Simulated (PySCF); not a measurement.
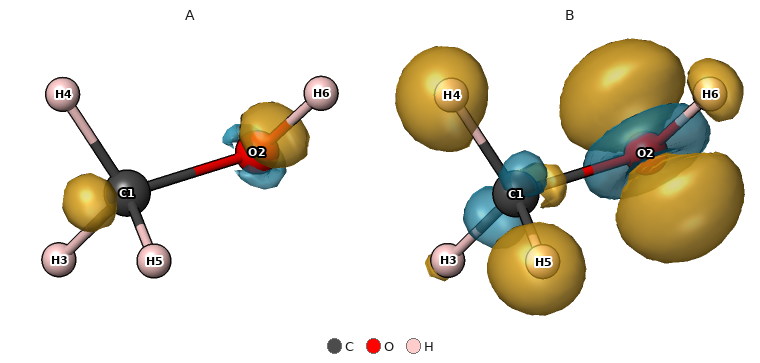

CH₄O, SMILES `CO`. The two Fukui functions at ±0.08 e/Å³ (yellow positive, teal negative).

Computed with PySCF, PBE/def2-TZVP, geometry: GFN2-xTB. No frequency check shows the geometry to be a minimum.

Q: Which panel is f⁻ (electron removed) and which f⁺ (electron added)?

A: A is f⁺, B is f⁻. f⁻ (Hirshfeld-condensed) is largest on O2 (0.39); the vertical ionisation energy is 10.62 eV. f⁺ (Hirshfeld-condensed) is largest on H6 (0.35); the vertical electron affinity is −2.53 eV (the stability of the anion's solution wasn't checked; negative, but this basis has no diffuse functions, so it doesn't show that the anion is unbound).

Q: What chemical potential and hardness follow from the two energies?

A: μ = −(I + A)/2 = −4.05 eV and η = I − A = 13.15 eV.
